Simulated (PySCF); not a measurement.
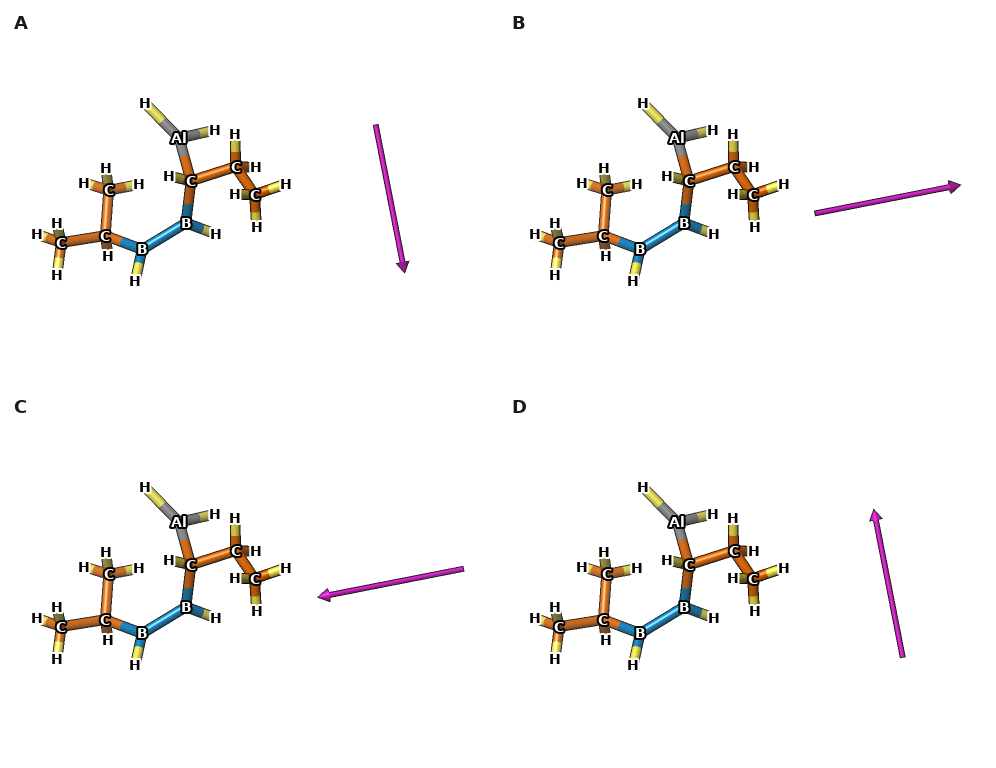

The same molecule four times, each with an arrow. The computed structure is the end point of a GFN2-xTB optimisation. No frequency run is at hand to confirm it as a minimum. Level of theory: PBE0/pcSseg-1, gas phase (PySCF 2.14.0).

### Which arrow points along the dipole moment, from the negative to the positive end?

C. The dipole moment is 0.96 D.

The geometry is semi-empirical. Around Al, B such bond lengths and angles can be off by a tenth of an ångström or more and by several degrees, and values that hang on the shape move with them.
